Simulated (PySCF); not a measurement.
Molecule: SMILES [CH2]C(C)CC(C)O (C6H13O), doublet. Atoms near the plane z = 0.8 Å, at the GFN2-xTB optimised geometry (x, y, z in Å): C1 (-1.3, -1.4, 1.3), C2 (0.2, -1.5, 1.2), C4 (0.7, -0.6, 0.0), C5 (0.3, 0.8, 0.0), O7 (1.1, 1.6, 0.8), H8 (-1.8, -1.6, 0.4), H10 (0.6, -2.5, 1.0), H14 (1.8, -0.6, 0.0), H16 (-0.8, 0.8, 0.4), H20 (0.9, 2.5, 0.8).

Computed with PySCF 2.14.0 with unrestricted B3LYP/def2-SVP. Cells within 0.4 Å of a nucleus heavier than hydrogen are left out (blank, or x). The values are rescaled to run from 0 to 1.

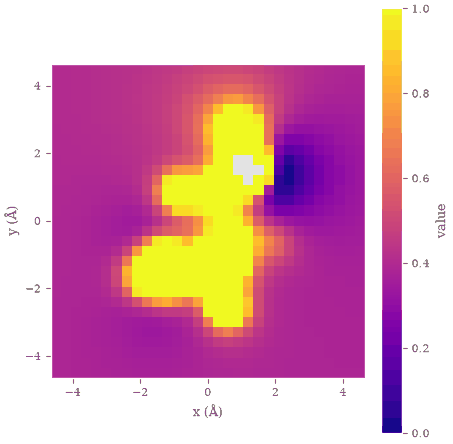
a field on the plane z = 0.8 Å.

Which quantity is mapped?
A. Laplacian of the electron density
B. an orbital amplitude
C. electrostatic potential
D. log10 of the electron density

C, electrostatic potential. In full: electrostatic potential (hartree/e), clipped to [-0.08, 0.12].
